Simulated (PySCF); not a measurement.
Sn(Cl)3(Br), BrCl3Sn, SMILES [Cl][Sn]([Br])([Cl])[Cl] at its PBE0/def2-SVP optimised geometry (Å):

```
5

Cl     1.5338    -1.0981     0.0000
Sn    -0.7863    -1.0981     0.0000
Cl    -1.5338     1.0981     0.0000
Cl    -1.5333    -2.1425     1.9325
Br    -1.6326    -2.2776    -1.9802
```

Computed with PBE0/def2-TZVP, def2 effective core potentials past Kr (PySCF 2.14.0). The core electrons that the potentials of Sn replace are not part of the density. Cells within 0.4 Å of a nucleus heavier than hydrogen are left out (blank, or x).

Map of the Laplacian of the electron density (e/bohr⁵), clipped to [-1.50, 1.50] on the plane z = 0.0 Å:

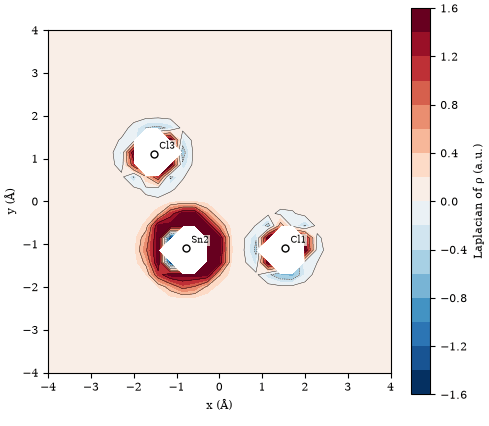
Laplacian of the electron density (e/bohr⁵), clipped to [-1.50, 1.50] on the plane z = 0.0 Å.
